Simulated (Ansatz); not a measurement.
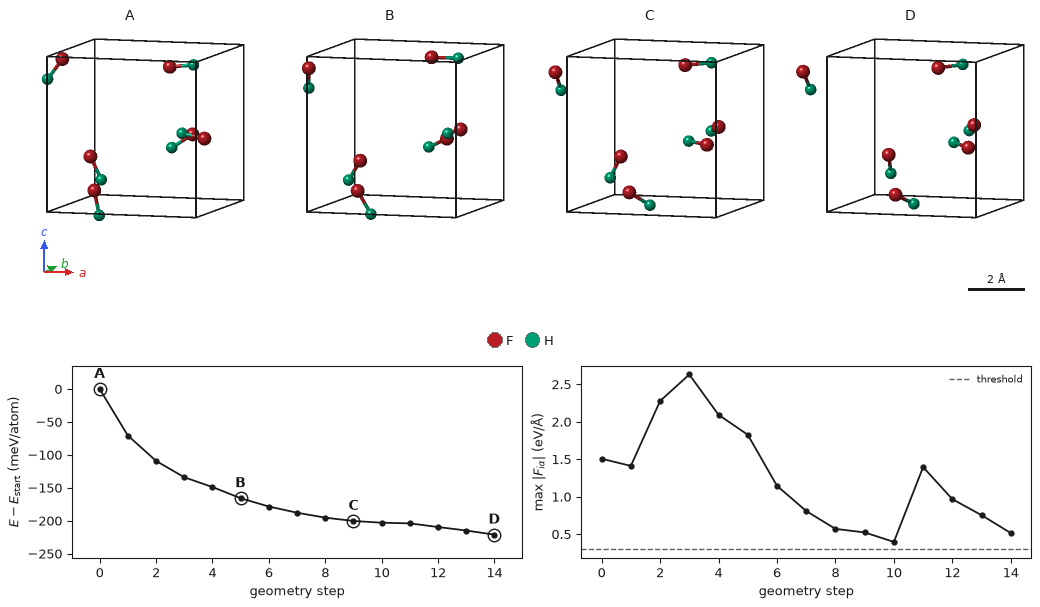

Frames of a relaxation of an amorphous cell of composition HF, marked on the history of the run. A ball-and-stick model of the cell of the calculation, seen slightly off an axis.

The cell holds 6 HF. The run prepares the start of a later molecular dynamics calculation, from a guessed geometry.

Method: DFT PBE, scalar-relativistic, plane waves, PAW (Ansatz 0.2.0).

Input
```yaml
crystal:
  lattice:
    - [5.683609, 0.0, 0.0]
    - [0.0, 5.683609, 0.0]
    - [0.0, 0.0, 5.683609]
  atoms:
    - { symbol: F, position: [0.2810666, 0.0331377, 0.3636634] }
    - { symbol: H, position: [0.3496128, 0.047228, 0.2149972] }
    - { symbol: F, position: [0.0785772, 0.0769535, 0.97848] }
    - { symbol: H, position: [-0.0185101, 0.0694971, 0.8461274] }
    - { symbol: F, position: [0.9732588, 0.2593849, 0.478274] }
    - { symbol: H, position: [0.8138199, 0.2902279, 0.5033085] }
    - { symbol: F, position: [0.1793771, 0.431396, 0.0967615] }
    - { symbol: H, position: [0.2078487, 0.4450972, -0.0644849] }
    - { symbol: F, position: [0.7772451, 0.6213114, 0.4576278] }
    - { symbol: H, position: [0.6394268, 0.6168266, 0.3682703] }
    - { symbol: F, position: [0.5987387, 0.7026905, 0.8767342] }
    - { symbol: H, position: [0.7614584, 0.6905612, 0.8960718] }
basis:
  ecutwfc: 420.0
kpoints:
  mp_grid: { grid: [1, 1, 1] }
hamiltonian:
  xc: pbe
scf:
  occupations: { method: fermi_dirac, width: 0.02 }
  lower_state_search: "off"
relax:
  f_tol: 0.3
  max_steps: 15
  adjacent_minimum: "off"
```

Launched with:
```bash
ansatz run input.yaml --threads 1 --pin off --max-ram 3072MiB --backend cpu --events-out ev --progress --plain --runs-dir out
```

Q: Describe the path.

A: The relaxation stopped without meeting its thresholds, so the last structure isn't shown to be converged. It used up its limit of 15 steps. The largest move is that of F3, 1.50 Å along [−3 −1 −1]. Largest moves by element: F 1.50 Å, H 1.42 Å. The cell stays as it was. Some distances before and after: F11–H12 0.934 → 0.977 Å, F1–H2 0.934 → 0.967 Å, F7–H8 0.934 → 0.962 Å. Over 14 geometry steps the energy falls by 221 meV per atom. The largest force component goes from 1.5 to 0.52 eV/Å. From step 0 to 5: F3 moves most (0.73 Å), energy −166 meV per atom. From step 5 to 9: H8 moves most (0.77 Å), energy −34.5 meV per atom. From step 9 to 14: H2 moves most (0.90 Å), energy −20.8 meV per atom.

Limits of the set-up: the periodic images lie only 5.7 Å apart, so the values are limited by the cell's size.
